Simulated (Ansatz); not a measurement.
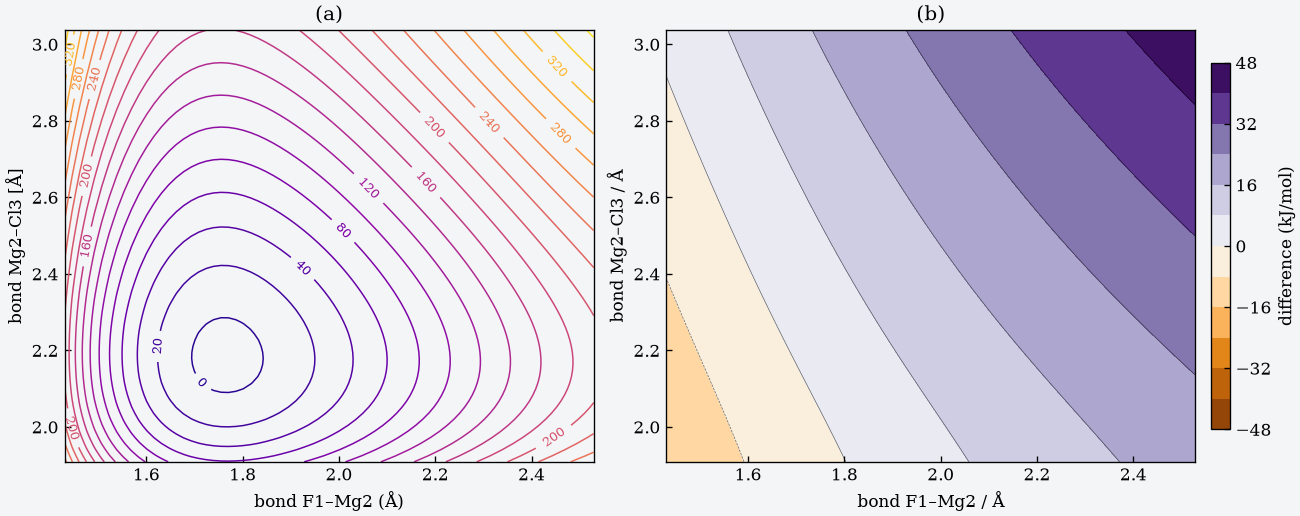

ClFMg, SMILES [F][Mg][Cl]. 
- Two internal coordinates are moved rigidly from the geometry relaxed at PBE0-D4/def2-TZVP, all others fixed.
- The first coordinate is: bond F1–Mg2; the second: bond Mg2–Cl3.
- The scan uses a 7 × 7 grid.
- Points are written as (first, second).
- Energies: kJ/mol, counted from each map's own lowest point.
- Theory: RKS PBE-D4/def2-TZVPP (Ansatz 0.2.0).

Panel (a): RKS PBE-D4/def2-TZVPP in Ansatz 0.2.0. Panel (b): the map at Ansatz 0.2.0, RKS PBE0-D4/def2-TZVPP less the map of (a), each from its own lowest point.

How does the change of method alter the landscape?

Answer. The difference runs from −15 kJ/mol at (1.430 Å, 1.909 Å) to 45 kJ/mol at (2.529 Å, 3.037 Å). The interpolated minimum moves from 1.7636 to 1.7450 Å in bond F1–Mg2 and 2.1805 to 2.1676 Å in bond Mg2–Cl3.
